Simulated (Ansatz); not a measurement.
Input file:

```
crystal:
  lattice:
    - [8.9311199969, 0.0, 0.0]
    - [-4.4655599985, 7.7345768016, 0.0]
    - [0.0, 0.0, 4.2347448667]
  atoms:
    - { symbol: Mg, position: [0.0, 0.0, 0.0] }
    - { symbol: Mg, position: [0.3333333333, 0.6666666667, 0.0] }
    - { symbol: Mg, position: [0.6666666667, 0.3333333333, 0.0] }
    - { symbol: S, position: [0.3333333333, 0.6666666667, 0.5] }
    - { symbol: S, position: [0.6666666667, 0.3333333333, 0.5] }
    - { symbol: O, position: [0.0, 0.0, 0.5] }
basis:
  ecutwfc: 420
kpoints:
  mp_grid: { grid: [6, 6, 6] }
hamiltonian:
  xc: pbe
scf:
  occupations: { method: gaussian, width: 0.02 }
output:
  forces: true
  stress: true
  eigenvalues: true
  write_density: true
  write_potential: true
  elf: true
  volumetric_format: npy
relax:
  adjacent_minimum: "off"
  f_tol: 0.01
  max_steps: 80
  cell: { stress_tol: 0.05 }
```

Command:

```sh
ansatz run input.yaml --threads 1 --pin off --max-ram 2560MiB --backend cpu --events-out ev --progress --plain --runs-dir out
```

Below, planes, directions and counts refer to the conventional cell (a = 10.86 Å, b = 10.86 Å, c = 4.24 Å, α = 90.00°, β = 90.00°, γ = 120.00°).

The fields are those of the run's last geometry, not of the input's.

Space group P6/mmm; a structure generated by program, which may or may not match a known phase.

Level of theory: DFT PBE, scalar-relativistic, plane waves, PAW in Ansatz 0.2.0.

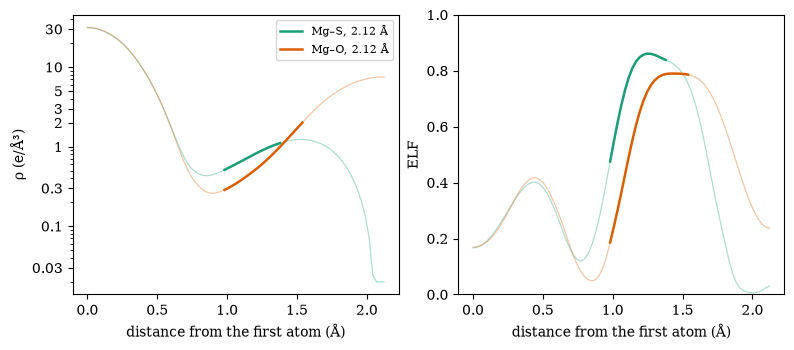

Mg₃S₂O. Valence charge density (pseudo) and electron localisation function along straight lines between neighbouring atoms. Thin, pale parts lie inside the atomic spheres.

The density is the valence pseudo-density of a PAW calculation; it isn't the true density close to the nuclei.

**Compare the contacts.**

Mg–S (2.12 Å): ρ is about 0.6 e/Å³ halfway; the ELF peaks at about 0.85 in the valence shell of S, 0.9 Å from its nucleus, and falls to about 0.10 next to Mg: a closed-shell, largely ionic contact.
Mg–O (2.12 Å): ρ is about 0.34 e/Å³ halfway; the ELF peaks at about 0.80 in the valence shell of O, 0.7 Å from its nucleus, and is about 0.35 at the midpoint: an ionic contact with no shared pair.
